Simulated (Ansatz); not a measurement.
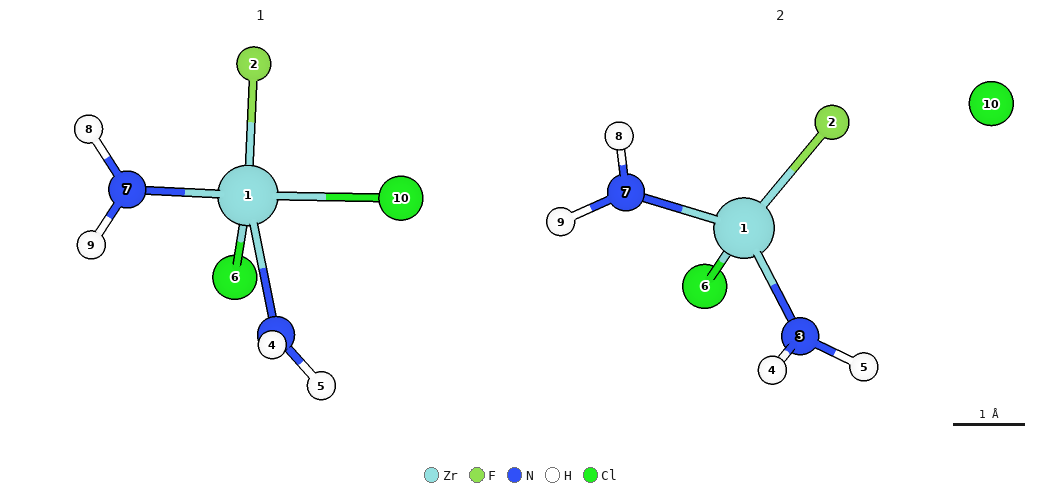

Two geometries of ZrN₂H₄Cl₂F (multiplicity 2), drawn at one scale. One is the start of a relaxation, the other its converged end. Style: ball-and-stick. Shown face on.

All numbers below come from Ansatz 0.2.0, UKS PBE/def2-SVP. (collinear spin; force threshold 0.03 eV/Å; at most 50 steps)

Q: Which one is relaxed?

A: Structure 1 is the relaxed one. The run prepares an end point of a later path (reaction) calculation, from a guessed geometry. The energy falls by 1.619 eV in 29 accepted moves (33 points after the start). Largest force component: 0.51 eV/Å at the start, 0.015 eV/Å at the end. The line search rejected the trial steps at points 18, 21, 27, 29 of the run. The largest move after the best rigid fit is that of Cl10, 1.69 Å. By element the largest moves are Cl 1.69 Å, F 1.22 Å, H 1.00 Å, Zr 0.58 Å, N 0.31 Å. Some distances before and after: Zr1–Cl10 4.172 → 2.490 Å, N3–Cl10 4.297 → 2.638 Å, Zr1–N3 2.033 → 2.308 Å, Zr1–F2 1.960 → 1.920 Å. New bonds form, among them: Zr1–Cl10 (4.17 → 2.49 Å). Bond angles that change, for instance: F2–Zr1–N3 110.4° → 159.2°, N3–Zr1–N7 105.0° → 86.0°, N3–Zr1–Cl6 107.6° → 90.5°.

Limits of the set-up: the start holds two separate molecules, 2.7 Å apart at their closest, whose relative position is a soft coordinate and is computed without a dispersion correction.
